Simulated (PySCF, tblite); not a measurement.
# CuH₄O₄−: changes of charge

Aim: compute the changes of charge of CuH₄O₄− (`[OH][Cu-]([OH])([OH])[OH]`).

Programs: tblite 0.8.0 and PySCF 2.14.0, with routines of our own; each step states its level. All values are computed. Atoms count from 0.

## 1. The starting structure

9 atoms, charge -1, multiplicity 1; geometry from: start built from the parent or by distance geometry.

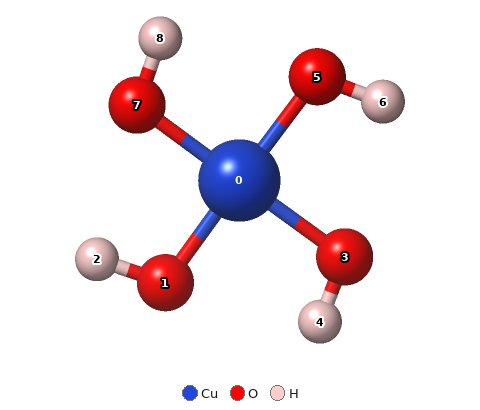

The starting geometry (copper blue, oxygen red, hydrogen pink); sticks join atoms by distance alone.

## 2. Optimising the geometry with GFN2-xTB

What the job is given:

```
{"job": {"kind": "relax", "xc": "GFN2-xTB", "basis": "xTB"}, "charge": -1, "multiplicity": 1}
Cu     0.016200    -0.006200    -0.005300
O      1.696600     0.423700    -0.063600
H      2.208200    -0.423900    -0.055800
O     -0.417400     1.722600    -0.001800
H      0.412500     2.187600     0.010400
O     -1.718700    -0.416800     0.032300
H     -2.190100     0.421600     0.048400
O      0.426200    -1.698400    -0.014000
H     -0.406400    -2.198100    -0.000900
```

Run with:

```sh
> OMP_NUM_THREADS=1 python redox_run.py task.json out
```

One launch serves the whole session: the jobs run in the order shown.

What it wrote:

```text
step      E/eV     max force
  0    -610.43686    1.318
  1    -610.47133    0.318
  2    -610.47367    0.097
  3    -610.47405    0.058
  4    -610.47445    0.081
  5    -610.47467    0.051
  6    -610.47475    0.023
  7    -610.47480    0.023
  8    -610.47487    0.043
  9    -610.47495    0.045
 10    -610.47501    0.024
 11    -610.47504    0.024
 12    -610.47508    0.022
 13    -610.47511    0.024
 14    -610.47513    0.014
 15    -610.47514    0.009
```

Run time: 0.06 s. Hardware: 1 thread of Arm Neoverse V1, shared host.

Step by step:

| step | energy from step 0 (eV) | largest force (eV/Å) |
| --- | --- | --- |
| 0 | 0.0000 | 1.3175 |
| 1 | -0.0345 | 0.3180 |
| 2 | -0.0368 | 0.0972 |
| 3 | -0.0372 | 0.0585 |
| 4 | -0.0376 | 0.0805 |
| 5 | -0.0378 | 0.0510 |
| 6 | -0.0379 | 0.0230 |
| 7 | -0.0379 | 0.0235 |
| 8 | -0.0380 | 0.0429 |
| 9 | -0.0381 | 0.0447 |
| 10 | -0.0381 | 0.0242 |
| 11 | -0.0382 | 0.0236 |
| 12 | -0.0382 | 0.0217 |
| 13 | -0.0382 | 0.0244 |
| 14 | -0.0383 | 0.0142 |
| 15 | -0.0383 | 0.0092 |

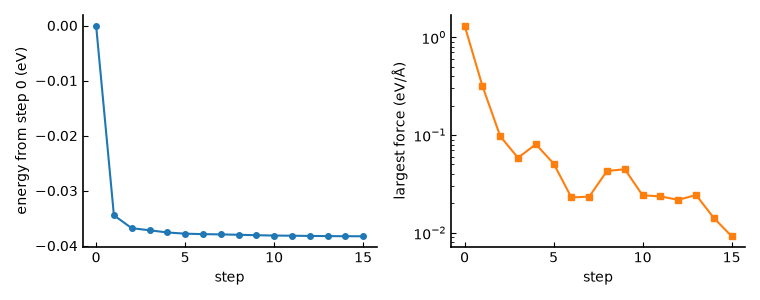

Energy and largest force along the relaxation.

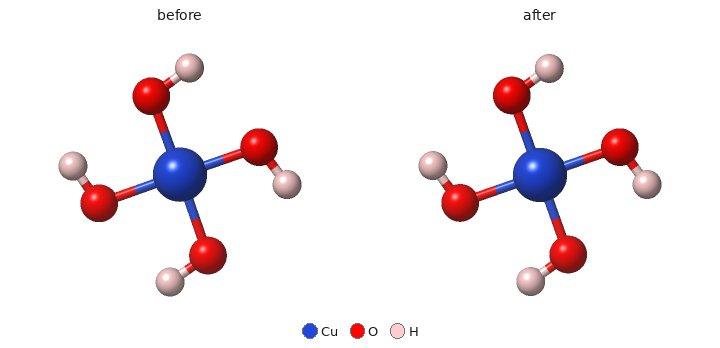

The geometry before (left) and after (right).

Distances of close pairs at the start and the end, largest changes first:

| bond | before (Å) | after (Å) | change (Å) |
| --- | --- | --- | --- |
| O1–H2 | 0.990 | 0.961 | -0.029 |
| Cu0–O5 | 1.783 | 1.757 | -0.027 |
| Cu0–O3 | 1.782 | 1.758 | -0.025 |
| Cu0–O1 | 1.735 | 1.757 | +0.021 |
| Cu0–O7 | 1.741 | 1.757 | +0.016 |
| O3–H4 | 0.951 | 0.961 | +0.010 |
| O7–H8 | 0.971 | 0.961 | -0.010 |
| O5–H6 | 0.962 | 0.961 | -0.001 |

The next job starts from the end point, and lists it.

## 3. Harmonic vibrations with GFN2-xTB

What the job is given:

```
{"job": {"kind": "ir", "xc": "GFN2-xTB", "basis": "xTB"}, "charge": -1, "multiplicity": 1}
Cu     0.002843     0.001352    -0.006657
O      1.708566     0.418799    -0.049294
H      2.192705    -0.411448    -0.061610
O     -0.413926     1.708854     0.008763
H      0.415880     2.193956    -0.003248
O     -1.702870    -0.416612     0.032984
H     -2.186210     0.414042     0.046666
O      0.419798    -1.705808    -0.019354
H     -0.409672    -2.191157     0.001400
```

What it wrote:

```text
mode    cm-1     km/mol
  1     130.1      0.00
  2     255.1      4.43
  3     275.7      9.78
  4     276.0      9.80
  5     277.6      0.02
  6     345.3      0.01
  7     384.0      0.00
  8     385.3      0.01
  9     411.8      0.00
 10     450.9    581.34
 11     490.2      0.01
 12     613.3    123.85
 13     614.6    124.50
 14     874.1      0.00
 15     994.3      0.00
 16    1001.9    187.01
 17    1002.3    186.67
 18    3602.0      0.00
 19    3604.8      0.00
 20    3613.4     11.37
 21    3614.8     11.49
ZPE 138.873  H(298)-E 161.371  G(298)-E 61.302 kJ/mol  S 335.63 J/(mol K)
```

It took 0.21 s on 1 thread of Arm Neoverse V1, shared host.

Which atoms move in the most intense modes:

| cm⁻¹ | km/mol | atoms |
| --- | --- | --- |
| 276 | 9.8 | O1 21 %, O5 19 %, O3 19 %, O7 18 % |
| 451 | 581.3 | H4 20 %, H8 20 %, H2 20 %, H6 20 % |
| 613 | 123.8 | Cu0 36 %, O7 29 %, O3 29 % |
| 615 | 124.5 | Cu0 36 %, O5 29 %, O1 29 % |
| 1002 | 187.0 | H8 44 %, H4 43 % |
| 1002 | 186.7 | H6 44 %, H2 43 % |
| 3613 | 11.4 | H8 48 %, H4 46 % |
| 3615 | 11.5 | H6 49 %, H2 45 % |

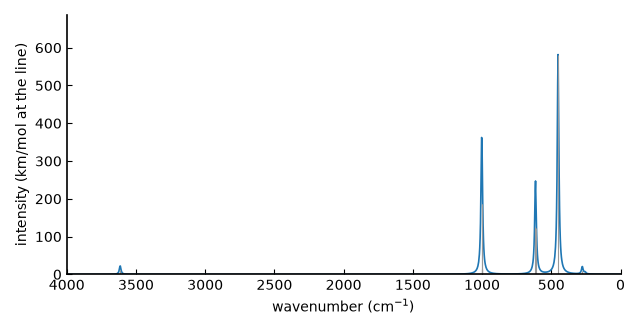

The infrared spectrum from these modes, unscaled. Lines are broadened to a width of 14 cm⁻¹ (Lorentzian).

## 4. Optimising the geometry at BP86-D3(BJ)/ma-def2-SVP

The job, as its differences from that of step 3:

```diff
@@ -1,2 +1,2 @@
-{"job": {"kind": "ir", "xc": "GFN2-xTB", "basis": "xTB"}, "charge": -1, "multiplicity": 1}
+{"job": {"xc": "BP86", "basis": "ma-def2-SVP", "d3": "d3bj", "grid": 1, "kind": "geom"}, "charge": -1, "multiplicity": 1}
 Cu     0.002843     0.001352    -0.006657
```

What it wrote:

```text
step   0  E = -1943.71998758  max force = 0.035989
step   1  E = -1943.73677248  max force = 0.009707
step   2  E = -1943.73841609  max force = 0.002432
step   3  E = -1943.73860101  max force = 0.000728
step   4  E = -1943.73862890  max force = 0.000521
step   5  E = -1943.73875308  max force = 0.000134
step   6  E = -1943.73874219  max force = 0.000038
step   7  E = -1943.73875166  max force = 0.000062
optimisation converged
```

Wall time 63 s (1 thread of Arm Neoverse V1, shared host).

Along the way:

| step | energy from step 0 (eV) | largest force component (eV/Å) |
| --- | --- | --- |
| 0 | 0.0000 | 1.8506 |
| 1 | -0.4567 | 0.4992 |
| 2 | -0.5015 | 0.1251 |
| 3 | -0.5065 | 0.0374 |
| 4 | -0.5073 | 0.0268 |
| 5 | -0.5106 | 0.0069 |
| 6 | -0.5103 | 0.0020 |
| 7 | -0.5106 | 0.0032 |

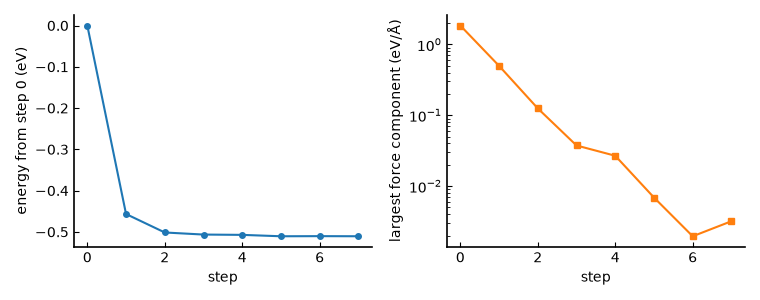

Energy and largest force along the relaxation.

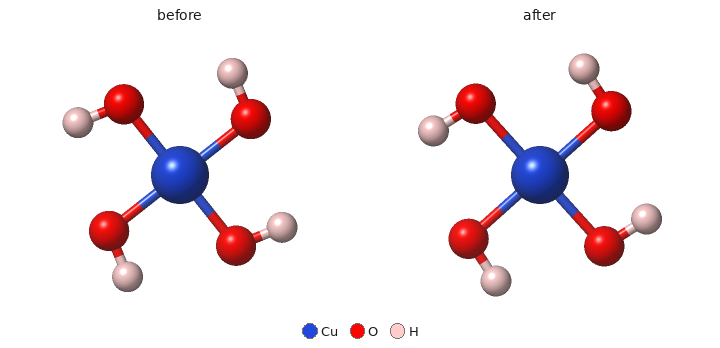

The geometry before (left) and after (right).

Close pairs (by a distance rule), those that changed most:

| bond | before (Å) | after (Å) | change (Å) |
| --- | --- | --- | --- |
| Cu0–O1 | 1.757 | 1.868 | +0.111 |
| Cu0–O5 | 1.757 | 1.868 | +0.111 |
| Cu0–O7 | 1.757 | 1.868 | +0.111 |
| Cu0–O3 | 1.758 | 1.868 | +0.111 |
| O5–H6 | 0.961 | 0.979 | +0.018 |
| O1–H2 | 0.961 | 0.979 | +0.018 |
| O7–H8 | 0.961 | 0.979 | +0.018 |
| O3–H4 | 0.961 | 0.979 | +0.018 |

The end geometry stands in the next job.

| at the end point | value |
| --- | --- |
| point group (found at 0.08 Å tolerance) | C4h |
| rotational constants (GHz, main isotopes) | 4.153, 4.149, 2.075 |

## 5. Single point (CuH₄O₄−): wB97X-D3(BJ)/ma-def2-SVP

Geometry: BP86-D3(BJ)/ma-def2-SVP.

What the job is given:

```
{"job": {"kind": "sp", "xc": "wB97X", "basis": "ma-def2-SVP", "d3": "d3bj", "grid": 2}, "charge": -1, "multiplicity": 1}
Cu     0.002761     0.001342    -0.006290
O      1.837978     0.328867    -0.119060
H      2.159880    -0.596051    -0.126879
O     -0.325166     1.840680    -0.014096
H      0.598444     2.161454    -0.070784
O     -1.832377    -0.326247     0.107409
H     -2.154488     0.598610     0.113469
O      0.330643    -1.838016     0.000381
H     -0.593017    -2.158833     0.056003
```

What it wrote:

```text
coarse grid: 38048 points
cycle   1  E = -1942.1491265291  dE =  4.083e-01  |g| = 2.964e+00  |ddm| = 3.306e+00
cycle   2  E = -1940.6111086942  dE =  1.538e+00  |g| = 3.778e+00  |ddm| = 9.879e+00
cycle   3  E = -1943.3910851338  dE = -2.780e+00  |g| = 5.365e-01  |ddm| = 8.183e+00
cycle   4  E = -1943.4339358736  dE = -4.285e-02  |g| = 1.271e-01  |ddm| = 5.170e-01
cycle   5  E = -1943.4361712423  dE = -2.235e-03  |g| = 3.813e-02  |ddm| = 1.750e-01
cycle   6  E = -1943.4364132655  dE = -2.420e-04  |g| = 2.500e-02  |ddm| = 5.955e-02
cycle   7  E = -1943.4364976694  dE = -8.440e-05  |g| = 8.735e-03  |ddm| = 3.380e-02
cycle   8  E = -1943.4365128064  dE = -1.514e-05  |g| = 1.088e-03  |ddm| = 1.763e-02
cycle   9  E = -1943.4365140351  dE = -1.229e-06  |g| = 1.141e-03  |ddm| = 2.686e-03
final grid: 79360 points
cycle  10  E = -1943.4365646212  dE = -1.435e-07  |g| = 2.043e-03  |ddm| = 2.825e-03
cycle  11  E = -1943.4365628731  dE =  1.748e-06  |g| = 4.280e-03  |ddm| = 5.202e-03
cycle  12  E = -1943.4365655249  dE = -2.652e-06  |g| = 4.044e-04  |ddm| = 3.582e-03
cycle  13  E = -1943.4365656063  dE = -8.145e-08  |g| = 2.301e-04  |ddm| = 4.631e-04
cycle  14  E = -1943.4365657673  dE = -1.610e-07  |g| = 3.760e-05  |ddm| = 1.886e-03
cycle  15  E = -1943.4365657676  dE = -3.320e-10  |g| = 2.046e-05  |ddm| = 5.296e-05
converged SCF energy = -1943.4365657676
```

Wall time 8.5 s (1 thread of Arm Neoverse V1, shared host).

Orbitals, density, ELF and potential are computed afterwards from the orbital file.

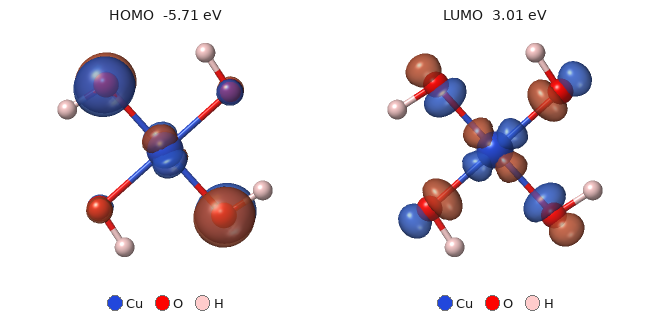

wB97X/ma-def2-SVP orbitals near the gap, drawn at the value that encloses 70 % of each; the two colours are the two signs.

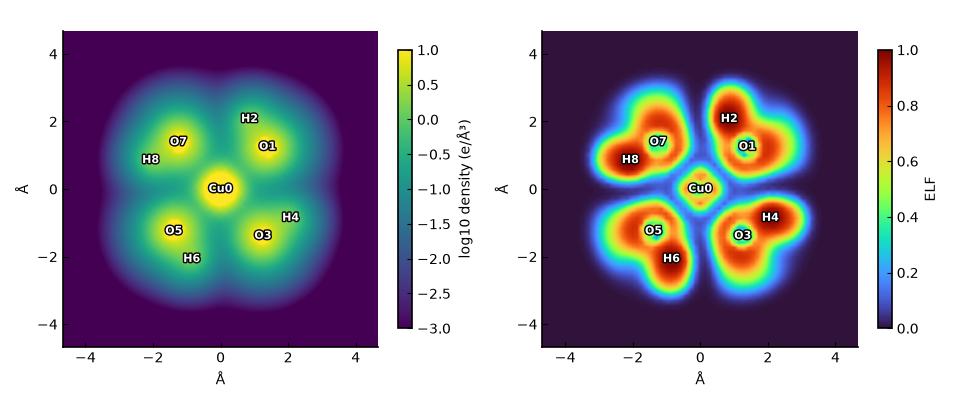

Density (left) and ELF (right) in a plane through or near 9 of the atoms.

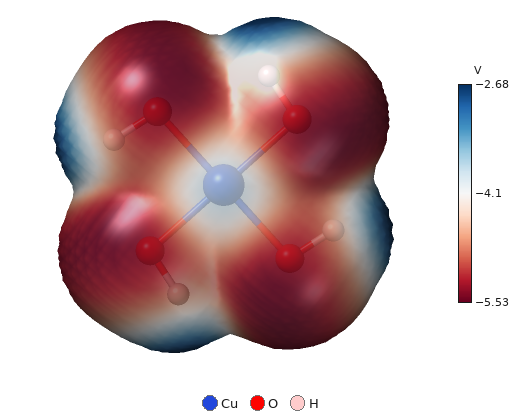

The potential that a unit positive charge feels on the 0.002 e/bohr³ surface, from the 1st to the 99th percentile, from -5.53 V near O3 to -2.68 V near H4.

## 6. Single point (CuH₄O₄ (-2) (doublet)): wB97X-D3(BJ)/ma-def2-SVP

Geometry: BP86-D3(BJ)/ma-def2-SVP, that of another charge or spin state.

The job, as its differences from that of step 5:

```diff
@@ -1,2 +1,2 @@
-{"job": {"kind": "sp", "xc": "wB97X", "basis": "ma-def2-SVP", "d3": "d3bj", "grid": 2}, "charge": -1, "multiplicity": 1}
+{"job": {"kind": "sp", "xc": "wB97X", "basis": "ma-def2-SVP", "d3": "d3bj", "grid": 2}, "charge": -2, "multiplicity": 2}
 Cu     0.002761     0.001342    -0.006290
```

What it wrote:

```text
final grid: 79360 points
cycle   1  E = -1940.9102407816  dE =  2.330e+00  |g| = 2.562e+00  |ddm| = 1.411e+01
cycle   2  E = -1939.8952938988  dE =  1.015e+00  |g| = 2.689e+00  |ddm| = 1.730e+01
cycle   3  E = -1943.2340532289  dE = -3.339e+00  |g| = 4.737e-01  |ddm| = 8.906e+00
cycle   4  E = -1943.3037502011  dE = -6.970e-02  |g| = 3.335e-01  |ddm| = 9.080e-01
cycle   5  E = -1943.3387027911  dE = -3.495e-02  |g| = 1.070e-01  |ddm| = 2.134e-01
cycle   6  E = -1943.3453330458  dE = -6.630e-03  |g| = 1.567e-02  |ddm| = 1.383e-01
cycle   7  E = -1943.3457208262  dE = -3.878e-04  |g| = 1.908e-02  |ddm| = 3.698e-02
cycle   8  E = -1943.3458318450  dE = -1.110e-04  |g| = 1.537e-02  |ddm| = 1.844e-02
cycle   9  E = -1943.3459373133  dE = -1.055e-04  |g| = 3.931e-03  |ddm| = 3.292e-02
cycle  10  E = -1943.3459474911  dE = -1.018e-05  |g| = 1.399e-03  |ddm| = 1.214e-02
cycle  11  E = -1943.3459491452  dE = -1.654e-06  |g| = 5.009e-04  |ddm| = 2.761e-03
cycle  12  E = -1943.3459508121  dE = -1.667e-06  |g| = 2.768e-04  |ddm| = 3.548e-03
cycle  13  E = -1943.3459513606  dE = -5.485e-07  |g| = 1.190e-04  |ddm| = 2.336e-03
cycle  14  E = -1943.3459514328  dE = -7.225e-08  |g| = 4.385e-05  |ddm| = 9.759e-04
cycle  15  E = -1943.3459514378  dE = -4.988e-09  |g| = 2.917e-05  |ddm| = 2.023e-04
converged SCF energy = -1943.3459514378
```

It took 80 s on 1 thread of Arm Neoverse V1, shared host.

## 7. Single point (CuH₄O₄ (-2) (doublet)): wB97X-D3(BJ)/ma-def2-SVP in dimethylsulfoxide

Geometry: BP86-D3(BJ)/ma-def2-SVP, that of another charge or spin state.

The job, as its differences from that of step 6:

```diff
@@ -1,2 +1,2 @@
-{"job": {"kind": "sp", "xc": "wB97X", "basis": "ma-def2-SVP", "d3": "d3bj", "grid": 2}, "charge": -2, "multiplicity": 2}
+{"job": {"kind": "sp", "xc": "wB97X", "basis": "ma-def2-SVP", "d3": "d3bj", "grid": 2, "solvent": "dimethylsulfoxide"}, "charge": -2, "multiplicity": 2}
 Cu     0.002761     0.001342    -0.006290
```

What it wrote:

```text
final grid: 79360 points
cycle   1  E = -1943.4749537972  dE =  1.249e-01  |g| = 9.179e-01  |ddm| = 1.561e+00
cycle   2  E = -1943.2159360262  dE =  2.590e-01  |g| = 1.229e+00  |ddm| = 2.101e+00
cycle   3  E = -1943.6842705382  dE = -4.683e-01  |g| = 1.428e-01  |ddm| = 1.357e+00
cycle   4  E = -1943.6901240203  dE = -5.853e-03  |g| = 5.312e-02  |ddm| = 1.190e-01
cycle   5  E = -1943.6917187004  dE = -1.595e-03  |g| = 1.014e-02  |ddm| = 8.612e-02
cycle   6  E = -1943.6919745397  dE = -2.558e-04  |g| = 2.037e-03  |ddm| = 5.242e-02
cycle   7  E = -1943.6919866027  dE = -1.206e-05  |g| = 9.507e-04  |ddm| = 9.634e-03
cycle   8  E = -1943.6919885482  dE = -1.945e-06  |g| = 5.157e-04  |ddm| = 2.934e-03
cycle   9  E = -1943.6919897500  dE = -1.202e-06  |g| = 3.692e-04  |ddm| = 2.205e-03
cycle  10  E = -1943.6919902156  dE = -4.656e-07  |g| = 2.619e-04  |ddm| = 1.228e-03
cycle  11  E = -1943.6919906440  dE = -4.283e-07  |g| = 7.612e-05  |ddm| = 2.115e-03
cycle  12  E = -1943.6919906791  dE = -3.510e-08  |g| = 3.384e-05  |ddm| = 6.190e-04
cycle  13  E = -1943.6919906821  dE = -3.051e-09  |g| = 1.061e-05  |ddm| = 1.871e-04
converged SCF energy = -1943.6919906821
```

Run time: 10 s. Hardware: 1 thread of Arm Neoverse V1, shared host.

## 8. Single point (CuH4O4−): wB97X-D3(BJ)/ma-def2-SVP in dimethylsulfoxide

Geometry: BP86-D3(BJ)/ma-def2-SVP.

The job, as its differences from that of step 7:

```diff
@@ -1,2 +1,2 @@
-{"job": {"kind": "sp", "xc": "wB97X", "basis": "ma-def2-SVP", "d3": "d3bj", "grid": 2, "solvent": "dimethylsulfoxide"}, "charge": -2, "multiplicity": 2}
+{"job": {"kind": "sp", "xc": "wB97X", "basis": "ma-def2-SVP", "d3": "d3bj", "grid": 2, "solvent": "dimethylsulfoxide"}, "charge": -1, "multiplicity": 1}
 Cu     0.002761     0.001342    -0.006290
```

What it wrote:

```text
final grid: 79360 points
cycle   1  E = -1943.5336062772  dE = -7.013e-04  |g| = 2.234e-02  |ddm| = 2.054e-01
cycle   2  E = -1943.5335710812  dE =  3.520e-05  |g| = 3.111e-02  |ddm| = 5.733e-02
cycle   3  E = -1943.5337142451  dE = -1.432e-04  |g| = 9.858e-03  |ddm| = 2.889e-02
cycle   4  E = -1943.5337288323  dE = -1.459e-05  |g| = 2.320e-03  |ddm| = 1.150e-02
cycle   5  E = -1943.5337312802  dE = -2.448e-06  |g| = 3.131e-04  |ddm| = 8.486e-03
cycle   6  E = -1943.5337314103  dE = -1.301e-07  |g| = 1.604e-04  |ddm| = 9.548e-04
cycle   7  E = -1943.5337314686  dE = -5.829e-08  |g| = 8.209e-05  |ddm| = 7.204e-04
cycle   8  E = -1943.5337314872  dE = -1.867e-08  |g| = 6.278e-05  |ddm| = 5.158e-04
cycle   9  E = -1943.5337314893  dE = -2.103e-09  |g| = 1.237e-05  |ddm| = 1.533e-04
converged SCF energy = -1943.5337314893
```

It took 4.7 s on 1 thread of Arm Neoverse V1, shared host.

[end of part 1 of 2]
